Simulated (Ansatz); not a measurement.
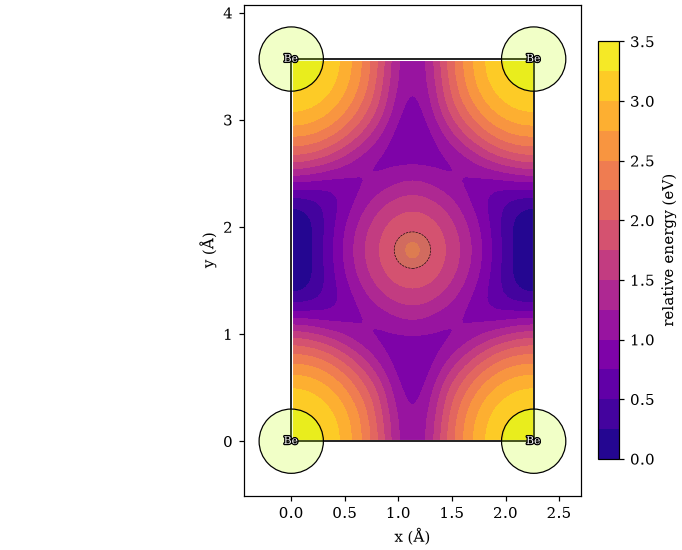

N on a Be(100) slab cut from the P6_3/mmc phase, its upper half relaxed before the scan (24 atoms of substrate and one adsorbate in a 2 × 2 cell). 
- N is moved over the surface cell; relaxed at each place: the height of the adsorbate's atoms; substrate rigid; the origin of the map has the adsorbate above Be21.
- Places are given modulo a cell vector. The map is drawn in real space over the plane of the surface.
- The grid has 6 × 8 points; 20 points were computed and 28 follow by symmetry.
- Places are given in fractions of the 1 × 1 surface cell.
- All energies are given in eV relative to the lowest grid point.
- The runs have no spin polarisation; a magnetic state may lie lower.
- Method: DFT PBE, scalar-relativistic, plane waves, PAW (Ansatz). Settings: cutoff 420 eV, k-mesh 6×4×1, gaussian smearing 0.1 eV, no spin polarisation.

Drawn: filled contours, labelled circles for the atoms of the top layer and small ones for the second layer, the outline of one cell of the plane. Between grid points the surface is interpolated.

The lowest grid point is at the trough between two rows of top atoms, (0/6, 4/8) of the cell vectors. A higher local minimum lies near (3/6, 2/8) of the cell vectors [nearest 1 Be at 1.56 Å] (0.88 eV above the lowest at that grid point). The highest grid point, the top site over a surface Be atom, (0/6, 0/8) of the cell vectors, lies 3.40 eV above the lowest. On the interpolated surface the easiest way out of the lowest well to the well at about (0.50, 0.79) of the cell vectors passes a barrier of about 1 eV. At the lowest point the adsorbate has 2 Be at 1.61 Å as nearest neighbours, at the highest 1 Be at 1.48 Å. Its relaxed height above the top atom is 0.71 Å at the lowest and 1.48 Å at the highest point.

N is replaced by H; all else is set up alike. 

**What does this change do to the map?**

The minimum (interpolated where it lies between grid points) moves from the trough between two rows of top atoms, (0/6, 4/8) of the cell vectors to about (0.50, 0.17) of the cell vectors. The highest place moves from the top site over a surface Be atom, (0/6, 0/8) of the cell vectors to a fourfold hollow over a second-layer Be atom, (3/6, 4/8) of the cell vectors. The span from the lowest to the highest grid point shrinks from 3.40 to 0.89 eV. The easiest pass out of the lowest well goes from about 1 to about 0.029 eV on the interpolated surfaces. Higher wells of the new map: (0/6, 3/8) of the cell vectors [nearest 1 Be at 1.46 Å], 0.031 eV up (that grid point lay 0.37 eV up before). In the new map: at the lowest point the adsorbate has 2 Be at 1.52 Å as nearest neighbours, at the highest 1 Be at 1.40 Å. Its relaxed height above the top atom is 0.92 Å at the lowest and 0.97 Å at the highest point.

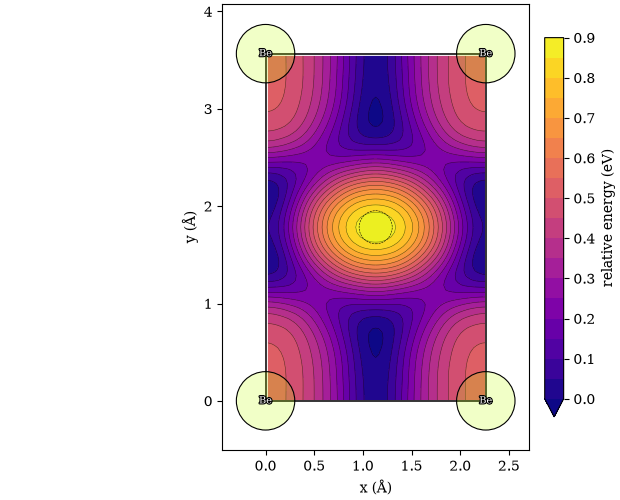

The map after the change, on a colour scale of its own. In the figure: filled contours, labelled circles for the atoms of the top layer and small ones for the second layer, the outline of one cell of the plane. Between grid points the surface is interpolated.
